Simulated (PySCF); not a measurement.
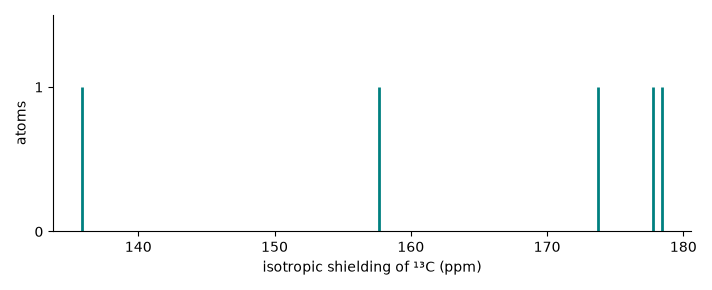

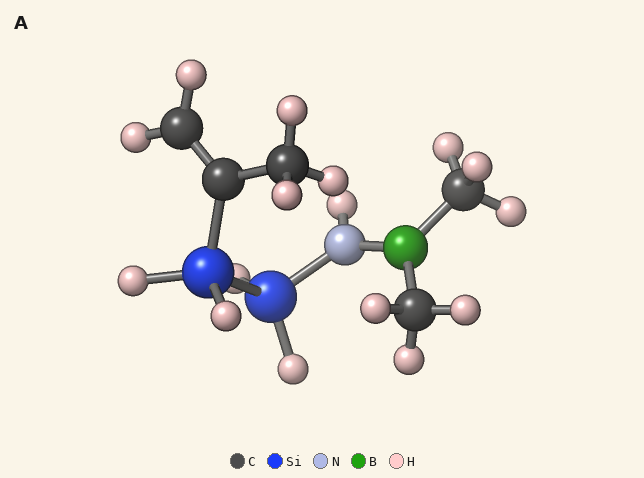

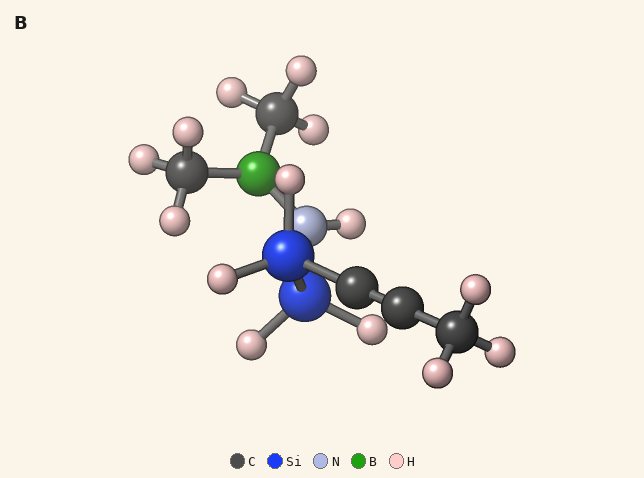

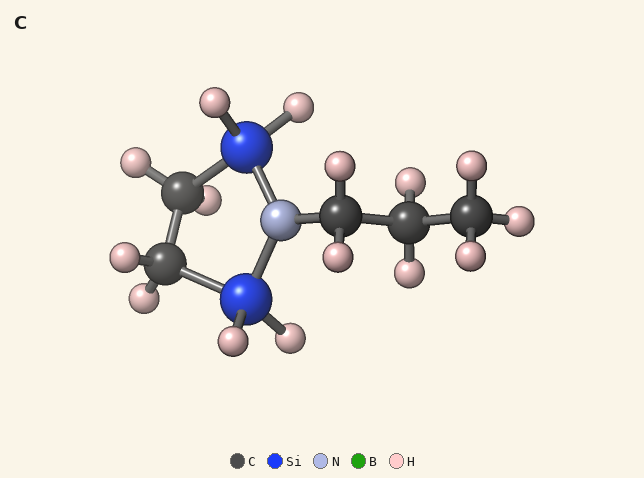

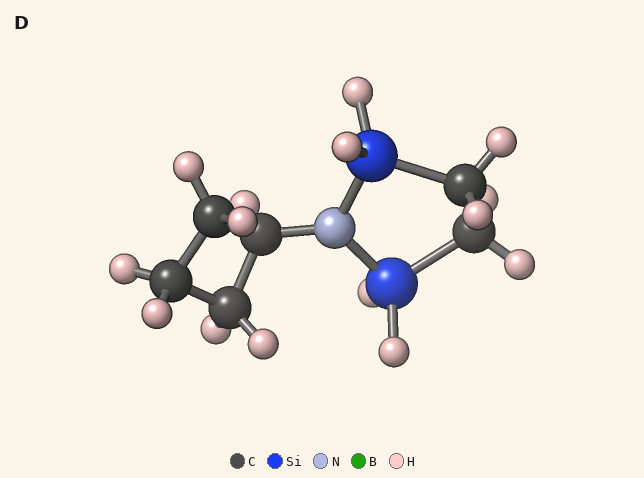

The sticks are computed shieldings of one of the molecules, for one fixed geometry (GFN2-xTB) without averaging over rotations. Low shielding means a high chemical shift. Method: GIAO PBE0/pcSseg-1 NMR shielding, non-relativistic, gas phase (PySCF 2.14.0).

> Match the spectrum to a structure.

C, `CCCN1[SiH2]CC[SiH2]1`. Its 5 C atoms give lines at 135.9, 157.7, 173.7, 177.8, 178.4 ppm.

The geometry is semi-empirical. Around B, Si such bond lengths and angles can be off by a tenth of an ångström or more and by several degrees, and values that hang on the shape move with them.
